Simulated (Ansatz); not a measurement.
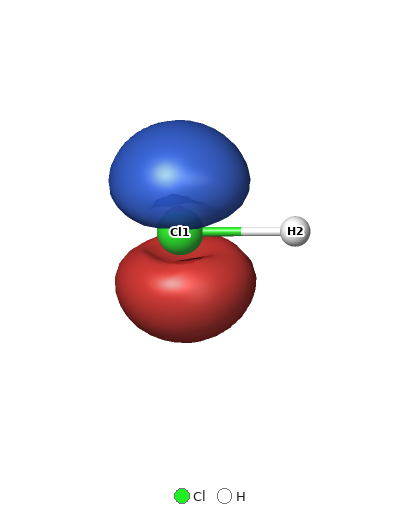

*HCl (SMILES Cl). The HOMO at ±0.3 Å⁻³ᐟ² (red and blue are the two phases), seen from one side.*

Geometry: PBE0-D4/def2-TZVP.

These are results of isolated molecule in a Gaussian basis; Hartree-Fock (Ansatz), not measurements.

### What is the character of this orbital?

Its weight (Hirshfeld) is mainly on Cl1 (about 95 %). It is one of a degenerate set, so its orientation is arbitrary. Its energy is −12.65 eV.
